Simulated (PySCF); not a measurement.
# CH3BF2: spin-spin couplings and electronic excitations at several levels of theory, part 1 of 2

Aim: compute the spin-spin couplings and electronic excitations of CH3BF2 (`CB(F)F`) at several levels, and see how far they spread and what each costs.

Programs: PySCF 2.14.0, with density-fitted response routines of our own. Each step states its level of theory. These are calculated values for one molecule in the gas phase, unless marked as measured. Atoms count from 0, in the outputs and in this text.

### Step 1. Starting geometry

7 atoms, charge 0, multiplicity 1; geometry from: PBE0-D3(BJ)/def2-SVP.

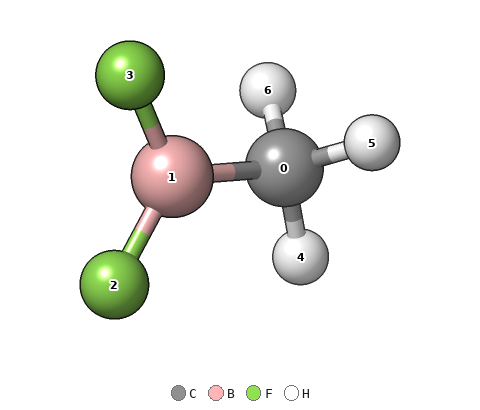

The starting geometry (carbon grey, boron pink, fluorine green, hydrogen white), atoms numbered; sticks join atoms by distance.

### Step 2. J couplings: B3LYP/def2-TZVP

What the job is given:

```
{"job": {"kind": "j", "xc": "B3LYP", "basis": "def2-TZVP"}, "charge": 0, "multiplicity": 1}
C     -0.635643     0.110229     0.261759
B      0.788394    -0.109670    -0.329065
F      1.696850     0.848617    -0.375636
F      1.166008    -1.284678    -0.805279
H     -0.839323     1.162048     0.501023
H     -0.740397    -0.485042     1.184033
H     -1.403429    -0.261686    -0.434230
```

Level: B3LYP/def2-TZVP indirect spin-spin coupling, non-relativistic, gas phase.

Launch:

```sh
> OMP_NUM_THREADS=1 python probes_run.py task.json out
```

The driver reads the jobs from task.json and runs them one after another.

Output:

```text
coarse grid: 6208 points
cycle   1  E = -264.6234668933  dE =  3.003e-01  |g| = 7.224e-01  |ddm| = 1.928e+00
cycle   2  E = -264.5353145116  dE =  8.815e-02  |g| = 1.085e+00  |ddm| = 8.208e-01
cycle   3  E = -264.7081333228  dE = -1.728e-01  |g| = 7.901e-02  |ddm| = 4.750e-01
cycle   4  E = -264.7094062152  dE = -1.273e-03  |g| = 2.333e-02  |ddm| = 5.414e-02
cycle   5  E = -264.7095238751  dE = -1.177e-04  |g| = 1.403e-03  |ddm| = 1.294e-02
cycle   6  E = -264.7095242159  dE = -3.408e-07  |g| = 3.276e-04  |ddm| = 9.809e-04
final grid: 61744 points
cycle   7  E = -264.7070563124  dE = -1.096e-04  |g| = 4.791e-03  |ddm| = 3.903e-02
cycle   8  E = -264.7070546937  dE =  1.619e-06  |g| = 5.529e-03  |ddm| = 5.218e-03
cycle   9  E = -264.7070607977  dE = -6.104e-06  |g| = 3.863e-04  |ddm| = 2.867e-03
cycle  10  E = -264.7070608014  dE = -3.776e-09  |g| = 3.153e-04  |ddm| = 2.907e-04
cycle  11  E = -264.7070608176  dE = -1.614e-08  |g| = 2.783e-05  |ddm| = 1.435e-04
cycle  12  E = -264.7070608177  dE = -1.595e-10  |g| = 7.804e-06  |ddm| = 2.320e-05
converged SCF energy = -264.7070608177

Indirect spin-spin couplings (Hz)
  i      j    bonds     total        FC       PSO       DSO        SD
  0 C    1 B    1     87.020    87.841    -1.411     0.311     0.279
  0 C    2 F    2     35.890    41.624    -6.239    -0.169     0.674
  0 C    3 F    2     33.374    39.714    -6.655    -0.163     0.478
  0 C    4 H    1    126.781   124.546     1.736     0.574    -0.075
  0 C    5 H    1    115.032   112.560     1.983     0.587    -0.098
  0 C    6 H    1    118.911   116.521     1.896     0.582    -0.088
  1 B    2 F    1   -139.684   -92.096   -48.311     0.903    -0.179
  1 B    3 F    1   -138.919   -92.101   -47.532     0.907    -0.192
  1 B    4 H    2     -6.284    -6.091    -0.250    -0.010     0.067
  1 B    5 H    2     -6.910    -7.049    -0.128     0.093     0.173
  1 B    6 H    2     -6.680    -6.699    -0.168     0.055     0.132
  2 F    3 F    2   -229.798     4.803  -238.237    -1.110     4.747
  2 F    4 H    3     -0.593     1.951    -2.075    -0.159    -0.310
  2 F    5 H    3      5.609     6.075     0.545    -1.356     0.345
  2 F    6 H    3     11.691    12.684     0.475    -1.604     0.137
  3 F    4 H    3     23.975    25.731     0.144    -1.925     0.025
  3 F    5 H    3     -1.861    -1.147    -0.390    -0.607     0.283
  3 F    6 H    3     -1.885    -0.457    -1.050    -0.406     0.028
  4 H    5 H    2    -12.785   -12.899     2.487    -2.620     0.248
  4 H    6 H    2    -10.894   -10.959     2.536    -2.706     0.235
  5 H    6 H    2    -16.884   -17.128     2.367    -2.412     0.289
```

Wall time 10 s (1 thread of Arm Neoverse V1, shared host); peak memory 0.54 GiB.

The basis is not made for couplings: without tight functions at the nuclei these values are rough.

A choice of the couplings up to four bonds, sorted by the number of bonds, with means over like pairs; isotopes 11B, 13C, 19F, 1H:

| pair | bonds | J (Hz) | Fermi contact (Hz) |
| --- | --- | --- | --- |
| B1–F2 | 1 | -139.3 | -92.1 |
| C0–H4 | 1 | 120.2 | 117.9 |
| C0–B1 | 1 | 87.0 | 87.8 |
| F2–F3 | 2 | -229.8 | 4.8 |
| C0–F2 | 2 | 34.6 | 40.7 |
| H4–H5 | 2 | -13.5 | -13.7 |
| B1–H4 | 2 | -6.6 | -6.6 |
| F2–H4 | 3 | 6.2 | 7.5 |

Quadrupole couplings from the field gradients of the same density:

| atom | isotope | eQq/h (MHz) | η |
| --- | --- | --- | --- |
| B1 | 11B | 3.670 | 0.64 |

### Step 3. Indirect couplings: B3LYP/cc-pVTZ

The job, as its differences from that of step 2:

```diff
@@ -1,2 +1,2 @@
-{"job": {"kind": "j", "xc": "B3LYP", "basis": "def2-TZVP"}, "charge": 0, "multiplicity": 1}
+{"job": {"kind": "j", "xc": "B3LYP", "basis": "cc-pVTZ"}, "charge": 0, "multiplicity": 1}
 C     -0.635643     0.110229     0.261759
```

Method: B3LYP/cc-pVTZ indirect spin-spin coupling, non-relativistic, gas phase.

Output:

```text
coarse grid: 6208 points
cycle   1  E = -264.6145288218  dE =  2.945e-01  |g| = 7.243e-01  |ddm| = 5.464e+00
cycle   2  E = -264.5298066394  dE =  8.472e-02  |g| = 1.082e+00  |ddm| = 2.041e+00
cycle   3  E = -264.6988857946  dE = -1.691e-01  |g| = 7.727e-02  |ddm| = 1.143e+00
cycle   4  E = -264.7001244595  dE = -1.239e-03  |g| = 2.186e-02  |ddm| = 1.540e-01
cycle   5  E = -264.7002245183  dE = -1.001e-04  |g| = 1.443e-03  |ddm| = 3.387e-02
cycle   6  E = -264.7002249058  dE = -3.875e-07  |g| = 4.641e-04  |ddm| = 2.452e-03
final grid: 61744 points
cycle   7  E = -264.6954645504  dE = -1.119e-04  |g| = 4.458e-03  |ddm| = 8.302e-02
cycle   8  E = -264.6954632534  dE =  1.297e-06  |g| = 4.885e-03  |ddm| = 1.626e-02
cycle   9  E = -264.6954688605  dE = -5.607e-06  |g| = 3.044e-04  |ddm| = 8.676e-03
cycle  10  E = -264.6954688716  dE = -1.111e-08  |g| = 2.498e-04  |ddm| = 7.524e-04
cycle  11  E = -264.6954688811  dE = -9.466e-09  |g| = 4.103e-05  |ddm| = 2.868e-04
cycle  12  E = -264.6954688813  dE = -2.442e-10  |g| = 6.262e-06  |ddm| = 6.239e-05
converged SCF energy = -264.6954688813

Indirect spin-spin couplings (Hz)
  i      j    bonds     total        FC       PSO       DSO        SD
  0 C    1 B    1     81.019    81.932    -1.532     0.311     0.307
  0 C    2 F    2     34.150    39.708    -6.065    -0.169     0.676
  0 C    3 F    2     34.905    40.987    -6.419    -0.162     0.499
  0 C    4 H    1    119.176   116.699     1.743     0.550     0.184
  0 C    5 H    1    106.600   103.890     1.977     0.565     0.168
  0 C    6 H    1    110.772   108.143     1.895     0.559     0.174
  1 B    2 F    1   -172.716  -123.771   -49.939     0.900     0.094
  1 B    3 F    1   -169.001  -120.818   -49.168     0.904     0.080
  1 B    4 H    2     -5.665    -5.495    -0.220    -0.015     0.065
  1 B    5 H    2     -5.652    -5.832    -0.094     0.088     0.186
  1 B    6 H    2     -5.544    -5.597    -0.135     0.050     0.138
  2 F    3 F    2   -221.556    13.169  -238.242    -1.114     4.631
  2 F    4 H    3     -0.823     1.687    -2.044    -0.163    -0.304
  2 F    5 H    3      4.299     4.693     0.588    -1.362     0.380
  2 F    6 H    3     10.063    11.005     0.535    -1.611     0.133
  3 F    4 H    3     22.221    23.930     0.235    -1.932    -0.012
  3 F    5 H    3     -1.857    -1.205    -0.359    -0.612     0.320
  3 F    6 H    3     -1.916    -0.527    -1.018    -0.411     0.041
  4 H    5 H    2    -12.250   -12.577     2.690    -2.665     0.301
  4 H    6 H    2    -10.404   -10.688     2.747    -2.750     0.286
  5 H    6 H    2    -16.338   -16.775     2.549    -2.457     0.346
```

Run time: 12 s. Hardware: 1 thread of Arm Neoverse V1, shared host; peak memory 0.6 GiB.

This basis has no tight s functions, so the Fermi-contact terms are rough.

In short: J(F2,F3) -221.6 Hz, J(B1,F2) -170.9 Hz, J(C0,H4) 112.2 Hz (means over like pairs).

### Step 4. J couplings: B3LYP/6-31G*

The job, as its differences from that of step 3:

```diff
@@ -1,2 +1,2 @@
-{"job": {"kind": "j", "xc": "B3LYP", "basis": "cc-pVTZ"}, "charge": 0, "multiplicity": 1}
+{"job": {"kind": "j", "xc": "B3LYP", "basis": "6-31G*"}, "charge": 0, "multiplicity": 1}
 C     -0.635643     0.110229     0.261759
```

Method: B3LYP/6-31G* indirect spin-spin coupling, non-relativistic, gas phase.

Output:

```text
coarse grid: 6208 points
cycle   1  E = -264.4946201681  dE =  2.987e-01  |g| = 7.219e-01  |ddm| = 2.380e+00
cycle   2  E = -264.4193425410  dE =  7.528e-02  |g| = 1.015e+00  |ddm| = 1.081e+00
cycle   3  E = -264.5844823051  dE = -1.651e-01  |g| = 7.309e-02  |ddm| = 6.270e-01
cycle   4  E = -264.5856997216  dE = -1.217e-03  |g| = 1.434e-02  |ddm| = 6.495e-02
cycle   5  E = -264.5857485617  dE = -4.884e-05  |g| = 1.965e-03  |ddm| = 1.235e-02
cycle   6  E = -264.5857495941  dE = -1.032e-06  |g| = 4.489e-04  |ddm| = 2.281e-03
final grid: 61744 points
cycle   7  E = -264.5760815763  dE = -2.159e-05  |g| = 4.084e-03  |ddm| = 1.298e-02
cycle   8  E = -264.5760803884  dE =  1.188e-06  |g| = 4.634e-03  |ddm| = 6.659e-03
cycle   9  E = -264.5760858310  dE = -5.443e-06  |g| = 1.911e-04  |ddm| = 3.600e-03
cycle  10  E = -264.5760858349  dE = -3.960e-09  |g| = 1.398e-04  |ddm| = 1.989e-04
cycle  11  E = -264.5760858380  dE = -3.064e-09  |g| = 2.051e-05  |ddm| = 8.531e-05
cycle  12  E = -264.5760858381  dE = -7.878e-11  |g| = 4.451e-06  |ddm| = 1.908e-05
converged SCF energy = -264.5760858381

Indirect spin-spin couplings (Hz)
  i      j    bonds     total        FC       PSO       DSO        SD
  0 C    1 B    1     94.463    95.042    -1.201     0.311     0.310
  0 C    2 F    2     35.120    39.688    -5.076    -0.152     0.659
  0 C    3 F    2     32.972    37.964    -5.339    -0.145     0.492
  0 C    4 H    1    141.788   139.714     1.263     0.621     0.190
  0 C    5 H    1    132.675   130.420     1.457     0.633     0.164
  0 C    6 H    1    135.732   133.541     1.389     0.629     0.173
  1 B    2 F    1    -48.542    -7.715   -41.390     1.037    -0.473
  1 B    3 F    1    -50.663   -10.475   -40.757     1.040    -0.471
  1 B    4 H    2     -4.717    -4.549    -0.223    -0.001     0.057
  1 B    5 H    2     -4.305    -4.423    -0.118     0.103     0.133
  1 B    6 H    2     -4.411    -4.424    -0.154     0.065     0.103
  2 F    3 F    2   -130.091    96.237  -230.471    -0.930     5.073
  2 F    4 H    3     -1.019     1.191    -1.885    -0.111    -0.213
  2 F    5 H    3      6.047     6.766     0.316    -1.298     0.263
  2 F    6 H    3      9.975    11.155     0.254    -1.547     0.114
  3 F    4 H    3     17.946    19.807    -0.060    -1.869     0.068
  3 F    5 H    3      0.377     1.135    -0.447    -0.552     0.241
  3 F    6 H    3     -0.403     0.899    -0.992    -0.353     0.043
  4 H    5 H    2    -16.203   -15.419     1.485    -2.541     0.272
  4 H    6 H    2    -14.457   -13.605     1.519    -2.625     0.254
  5 H    6 H    2    -20.089   -19.479     1.401    -2.332     0.321
```

Wall time 3.7 s (1 thread of Arm Neoverse V1, shared host); peak memory 0.42 GiB.

This basis has no tight s functions, so the Fermi-contact terms are rough.

Key values: J(C0,H4) 136.7 Hz, J(F2,F3) -130.1 Hz, J(C0,B1) 94.5 Hz (means over like pairs).

### Step 5. Excited states and response: HF/def2-SVPD

The job, as its differences from that of step 4:

```diff
@@ -1,2 +1,2 @@
-{"job": {"kind": "j", "xc": "B3LYP", "basis": "6-31G*"}, "charge": 0, "multiplicity": 1}
+{"job": {"kind": "uv", "xc": "HF", "basis": "def2-SVPD", "ip": true}, "charge": 0, "multiplicity": 1}
 C     -0.635643     0.110229     0.261759
```

With the program's defaults for keys left out, this is: TDDFT HF/def2-SVPD, vertical, gas phase, core orbitals frozen in the response.

Output:

```text
final grid: 61744 points
cycle   1  E = -263.0472425650  dE =  3.760e-01  |g| = 5.791e-01  |ddm| = 3.033e+00
cycle   2  E = -263.1057088628  dE = -5.847e-02  |g| = 3.055e-01  |ddm| = 8.211e-01
cycle   3  E = -263.1209451964  dE = -1.524e-02  |g| = 4.936e-02  |ddm| = 2.434e-01
cycle   4  E = -263.1216925042  dE = -7.473e-04  |g| = 8.826e-03  |ddm| = 8.526e-02
cycle   5  E = -263.1217264484  dE = -3.394e-05  |g| = 1.909e-03  |ddm| = 2.163e-02
cycle   6  E = -263.1217287924  dE = -2.344e-06  |g| = 4.029e-04  |ddm| = 6.411e-03
cycle   7  E = -263.1217288876  dE = -9.518e-08  |g| = 8.945e-05  |ddm| = 1.281e-03
cycle   8  E = -263.1217288918  dE = -4.119e-09  |g| = 2.423e-05  |ddm| = 2.157e-04
cycle   9  E = -263.1217288920  dE = -2.015e-10  |g| = 4.534e-06  |ddm| = 4.478e-05
converged SCF energy = -263.1217288920

Static polarisability (au): isotropic 24.796, principal 22.606 25.325 26.458

Singlet excitations
state   eV       nm        f      main configurations
  1  10.1713    121.9   0.03249   H->L+2 0.87
  2  11.0928    111.8   0.10772   H->L 0.84
  3  11.8706    104.4   0.18119   H-1->L 0.33, H-2->L 0.33, H-1->L+1 0.12
  4  11.8893    104.3   0.18346   H-2->L 0.33, H-1->L 0.32, H-1->L+1 0.12
  5  12.3562    100.3   0.02708   H-1->L+2 0.81
  6  12.7427     97.3   0.15429   H-2->L+2 0.82
  7  12.9460     95.8   0.01247   H->L+1 0.67, H->L+4 0.12
  8  13.1823     94.1   0.01108   H-3->L+2 0.54
  9  13.2137     93.8   0.03687   H-3->L+2 0.21, H->L+4 0.17, H->L+5 0.12
 10  13.2740     93.4   0.01267   H->L+5 0.43, H->L+4 0.31

Triplet excitations (Tamm-Dancoff, eV): 8.8763 10.4471 10.8335 10.8930
Vertical ionisation energy (delta-SCF) = 12.7313 eV
```

Run time: 5.9 s. Hardware: 1 thread of Arm Neoverse V1, shared host; peak memory 0.42 GiB.

The orbitals next to the gap, with their largest atomic shares:

```
orbital      eV                      atoms
 HOMO−3  -17.80   F3 47 %, F2 46 %, B1 5 %
 HOMO−2  -15.41  C0 49 %, H5 23 %, H6 14 %
 HOMO−1  -15.37  C0 48 %, H4 24 %, H6 14 %
   HOMO  -14.38  C0 42 %, B1 23 %, F2 10 %
   LUMO    2.01    B1 70 %, C0 9 %, F3 5 %
 LUMO+1    3.43  C0 31 %, H4 13 %, H6 12 %
 LUMO+2    4.17  B1 34 %, C0 20 %, F2 16 %
```

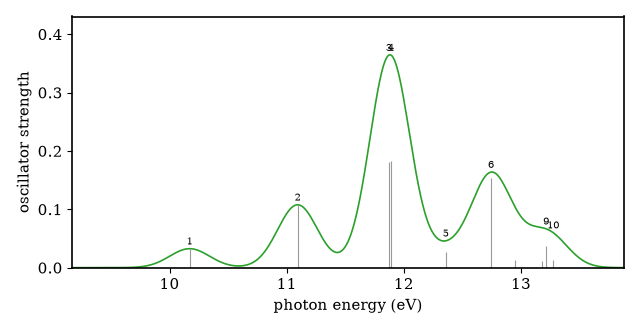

Absorption spectrum from the 10 singlet states computed; above the last one it falls off for lack of states. Lines are broadened to a width of 0.40 eV (Gaussian).

Ground-state properties from the same run:

```
           property  computed
  dipole moment (D)      1.84
polarisability (Å³)      3.67
 HOMO–LUMO gap (eV)     16.39
      −ε(HOMO) (eV)     14.38
```

### Step 6. Excited states and response: LDA/def2-SVPD

The job, as its differences from that of step 5:

```diff
@@ -1,2 +1,2 @@
-{"job": {"kind": "uv", "xc": "HF", "basis": "def2-SVPD", "ip": true}, "charge": 0, "multiplicity": 1}
+{"job": {"kind": "uv", "xc": "LDA", "basis": "def2-SVPD", "ip": true}, "charge": 0, "multiplicity": 1}
 C     -0.635643     0.110229     0.261759
```

Method: TDDFT LDA/def2-SVPD, vertical, gas phase, core orbitals frozen in the response.

Output:

```text
coarse grid: 6208 points
cycle   1  E = -262.3831552239  dE =  2.398e-01  |g| = 6.231e-01  |ddm| = 3.345e+00
cycle   2  E = -262.2405800973  dE =  1.426e-01  |g| = 1.096e+00  |ddm| = 1.422e+00
cycle   3  E = -262.4599715630  dE = -2.194e-01  |g| = 1.101e-01  |ddm| = 8.227e-01
cycle   4  E = -262.4625119837  dE = -2.540e-03  |g| = 2.290e-02  |ddm| = 1.076e-01
cycle   5  E = -262.4626204780  dE = -1.085e-04  |g| = 2.547e-03  |ddm| = 2.110e-02
cycle   6  E = -262.4626220951  dE = -1.617e-06  |g| = 8.052e-04  |ddm| = 4.258e-03
final grid: 61744 points
cycle   7  E = -262.4770232799  dE = -5.744e-05  |g| = 5.315e-03  |ddm| = 5.670e-02
cycle   8  E = -262.4770142300  dE =  9.050e-06  |g| = 9.000e-03  |ddm| = 1.137e-02
cycle   9  E = -262.4770285135  dE = -1.428e-05  |g| = 8.474e-04  |ddm| = 6.685e-03
cycle  10  E = -262.4770286365  dE = -1.230e-07  |g| = 2.563e-04  |ddm| = 1.016e-03
cycle  11  E = -262.4770286512  dE = -1.466e-08  |g| = 6.743e-05  |ddm| = 2.811e-04
cycle  12  E = -262.4770286519  dE = -7.730e-10  |g| = 2.486e-05  |ddm| = 7.038e-05
converged SCF energy = -262.4770286519

Static polarisability (au): isotropic 29.439, principal 25.687 29.877 32.752

Singlet excitations
state   eV       nm        f      main configurations
  1   8.0980    153.1   0.01740   H->L 0.97
  2   8.6104    144.0   0.02280   H-1->L 0.68, H->L+1 0.31
  3   8.6156    143.9   0.04791   H->L+1 0.68, H-1->L 0.31
  4   9.3658    132.4   0.00902   H-1->L+1 0.99
  5   9.4324    131.4   0.00133   H-3->L 0.99
  6   9.5108    130.4   0.15207   H-2->L 0.96
  7   9.8023    126.5   0.05415   H-2->L+1 0.99
  8  10.1336    122.3   0.00193   H->L+2 0.97
  9  10.1932    121.6   0.04498   H-3->L+1 0.91
 10  10.3620    119.7   0.00404   H-4->L+1 0.93

Triplet excitations (Tamm-Dancoff, eV): 7.4041 8.4197 8.4231 8.7038
Vertical ionisation energy (delta-SCF) = 12.7449 eV
```

Run time: 14 s. Hardware: 1 thread of Arm Neoverse V1, shared host; peak memory 0.42 GiB.

This run: HOMO -8.83 eV, LUMO -1.13 eV; lowest singlet 8.10 eV.

### Step 7. Ultraviolet spectrum: PBE/def2-SVPD

The job, as its differences from that of step 6:

```diff
@@ -1,2 +1,2 @@
-{"job": {"kind": "uv", "xc": "LDA", "basis": "def2-SVPD", "ip": true}, "charge": 0, "multiplicity": 1}
+{"job": {"kind": "uv", "xc": "PBE", "basis": "def2-SVPD", "ip": true}, "charge": 0, "multiplicity": 1}
 C     -0.635643     0.110229     0.261759
```

With the program's defaults for keys left out, this is: TDDFT PBE/def2-SVPD, vertical, gas phase, core orbitals frozen in the response.

Output:

```text
coarse grid: 6208 points
cycle   1  E = -263.9825445020  dE =  2.527e-01  |g| = 6.475e-01  |ddm| = 3.350e+00
cycle   2  E = -263.8319594902  dE =  1.506e-01  |g| = 1.135e+00  |ddm| = 1.437e+00
cycle   3  E = -264.0624103172  dE = -2.305e-01  |g| = 1.119e-01  |ddm| = 8.460e-01
cycle   4  E = -264.0651583679  dE = -2.748e-03  |g| = 1.969e-02  |ddm| = 1.100e-01
cycle   5  E = -264.0652439648  dE = -8.560e-05  |g| = 2.228e-03  |ddm| = 1.533e-02
cycle   6  E = -264.0652449284  dE = -9.636e-07  |g| = 8.217e-04  |ddm| = 3.450e-03
final grid: 61744 points
cycle   7  E = -264.1077356892  dE = -5.194e-05  |g| = 7.584e-03  |ddm| = 6.014e-02
cycle   8  E = -264.1077175221  dE =  1.817e-05  |g| = 1.131e-02  |ddm| = 1.711e-02
cycle   9  E = -264.1077502326  dE = -3.271e-05  |g| = 8.254e-04  |ddm| = 1.025e-02
cycle  10  E = -264.1077503439  dE = -1.113e-07  |g| = 1.258e-04  |ddm| = 6.247e-04
cycle  11  E = -264.1077503465  dE = -2.560e-09  |g| = 4.177e-05  |ddm| = 1.307e-04
cycle  12  E = -264.1077503468  dE = -2.686e-10  |g| = 1.850e-05  |ddm| = 4.690e-05
converged SCF energy = -264.1077503468

Static polarisability (au): isotropic 29.168, principal 25.441 29.662 32.402

Singlet excitations
state   eV       nm        f      main configurations
  1   8.1929    151.3   0.01759   H->L 0.98
  2   8.4681    146.4   0.06789   H->L+1 1.00
  3   8.7558    141.6   0.00183   H-1->L 0.99
  4   9.2267    134.4   0.00368   H-1->L+1 1.00
  5   9.5551    129.8   0.00096   H-3->L 0.98
  6   9.6935    127.9   0.13180   H-2->L 0.85, H-2->L+1 0.10
  7   9.7467    127.2   0.05643   H-2->L+1 0.88, H-2->L 0.10
  8   9.9649    124.4   0.00437   H->L+2 0.97
  9  10.0693    123.1   0.05525   H-3->L+1 0.96
 10  10.1354    122.3   0.00069   H-4->L+1 0.98

Triplet excitations (Tamm-Dancoff, eV): 7.3799 8.2579 8.5342 8.8423
Vertical ionisation energy (delta-SCF) = 12.5370 eV
```

Run time: 21 s. Hardware: 1 thread of Arm Neoverse V1, shared host; peak memory 0.42 GiB.

Key values: HOMO -8.70 eV, LUMO -0.85 eV; lowest singlet 8.19 eV.

### Step 8. TDDFT and polarisability: B3LYP/def2-SVPD

The job, as its differences from that of step 7:

```diff
@@ -1,2 +1,2 @@
-{"job": {"kind": "uv", "xc": "PBE", "basis": "def2-SVPD", "ip": true}, "charge": 0, "multiplicity": 1}
+{"job": {"kind": "uv", "xc": "B3LYP", "basis": "def2-SVPD", "ip": true}, "charge": 0, "multiplicity": 1}
 C     -0.635643     0.110229     0.261759
```

Level: TDDFT B3LYP/def2-SVPD, vertical, gas phase, core orbitals frozen in the response.

Output:

```text
coarse grid: 6208 points
cycle   1  E = -264.2972877809  dE =  2.707e-01  |g| = 6.340e-01  |ddm| = 3.300e+00
cycle   2  E = -264.2281257993  dE =  6.916e-02  |g| = 9.292e-01  |ddm| = 1.239e+00
cycle   3  E = -264.3698080915  dE = -1.417e-01  |g| = 7.213e-02  |ddm| = 6.621e-01
cycle   4  E = -264.3709302919  dE = -1.122e-03  |g| = 1.555e-02  |ddm| = 7.917e-02
cycle   5  E = -264.3709881344  dE = -5.784e-05  |g| = 1.788e-03  |ddm| = 1.474e-02
cycle   6  E = -264.3709887265  dE = -5.922e-07  |g| = 2.421e-04  |ddm| = 2.130e-03
final grid: 61744 points
cycle   7  E = -264.4028284823  dE = -4.142e-05  |g| = 3.732e-03  |ddm| = 4.784e-02
cycle   8  E = -264.4028275333  dE =  9.490e-07  |g| = 4.239e-03  |ddm| = 8.288e-03
cycle   9  E = -264.4028317948  dE = -4.262e-06  |g| = 1.537e-04  |ddm| = 3.990e-03
cycle  10  E = -264.4028317968  dE = -1.931e-09  |g| = 1.135e-04  |ddm| = 2.284e-04
cycle  11  E = -264.4028317987  dE = -1.923e-09  |g| = 2.887e-05  |ddm| = 9.657e-05
cycle  12  E = -264.4028317989  dE = -1.571e-10  |g| = 2.940e-06  |ddm| = 2.841e-05
converged SCF energy = -264.4028317989

Static polarisability (au): isotropic 27.934, principal 24.665 28.452 30.684

Singlet excitations
state   eV       nm        f      main configurations
  1   8.6497    143.3   0.02026   H->L 0.79, H->L+1 0.18
  2   9.1123    136.1   0.07549   H->L+1 0.81, H->L 0.19
  3   9.5443    129.9   0.00193   H-1->L 0.77, H-1->L+1 0.17
  4  10.0420    123.5   0.02535   H-1->L+1 0.80, H-1->L 0.19
  5  10.2915    120.5   0.04230   H-2->L+1 0.41, H-2->L 0.30, H-3->L 0.22
  6  10.3439    119.9   0.04629   H-3->L 0.51, H-2->L 0.24, H-3->L+1 0.12
  7  10.3703    119.6   0.13583   H-2->L+1 0.50, H-2->L 0.42
  8  10.6718    116.2   0.00442   H->L+2 0.96
  9  10.9125    113.6   0.04983   H-3->L+1 0.69, H-3->L 0.16
 10  11.1280    111.4   0.00553   H-4->L+1 0.53, H-4->L 0.42

Triplet excitations (Tamm-Dancoff, eV): 7.8284 8.8801 9.3196 9.4628
Vertical ionisation energy (delta-SCF) = 13.0041 eV
```

It took 18 s on 1 thread of Arm Neoverse V1, shared host; peak memory 0.47 GiB.

In short: HOMO -10.11 eV, LUMO -0.05 eV; lowest singlet 8.65 eV.

(Continued in part 2 of 2.)
